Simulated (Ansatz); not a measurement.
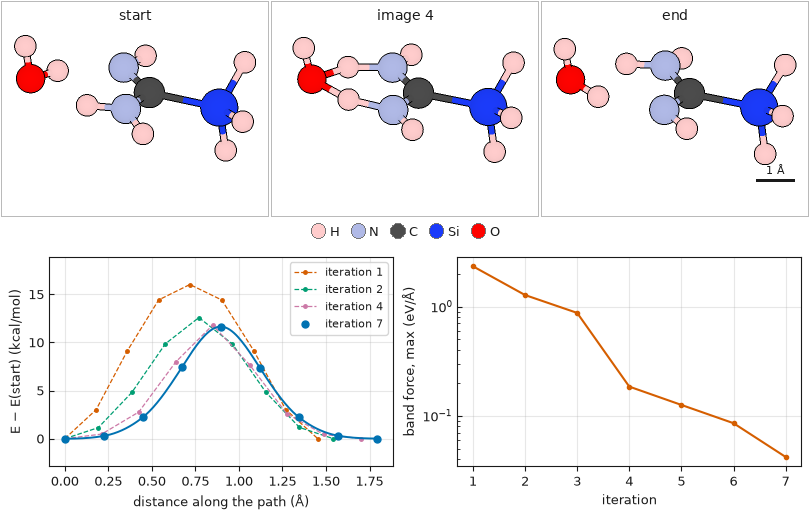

A nudged-elastic-band calculation for CH₈N₂OSi. Images are numbered from 0 (start) to 8 (end). The plot follows the band through its iterations. A ball-and-stick model, seen from a free direction.

These are results of UKS PBE-D4/6-31G* (Ansatz), not measurements. Run with 7 movable images; climbing image; force threshold 0.05 eV/Å; iteration limit 60; starting path through a guess of the saddle point.

> Judge this run.

The result is final at these settings. The band converged in 7 iterations. The largest component of the band force went from 2.3 to 0.042 eV/Å. The climbing image converged on the top of the path. Its vibrational analysis gives one imaginary mode (1377i cm⁻¹), as a transition state must have. The first iteration put the highest image at 16.0 kcal/mol. The barrier is about 11.7 kcal/mol in both directions, with image 4 at the top; the ends have nearly the same energy.

Cost: 2.6 min on 4 threads of Arm Neoverse N1, with other jobs on the host, peak memory 0.18 GiB.
